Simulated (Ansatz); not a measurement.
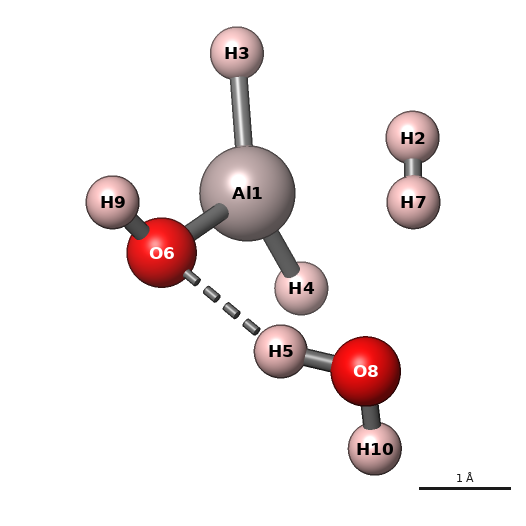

Broken lines mark hydrogen bonds. The computed structure is the end point of a PBE0-D4/def2-TZVP optimisation.

Give donor, acceptor, H···A distance and D–H···A angle of each hydrogen bond.

| D–H···A | D–H (Å) | H···A (Å) | angle (°) | kind |
| --- | --- | --- | --- | --- |
| O8–H5···O6 | 0.97 | 1.89 | 148 | intermolecular |
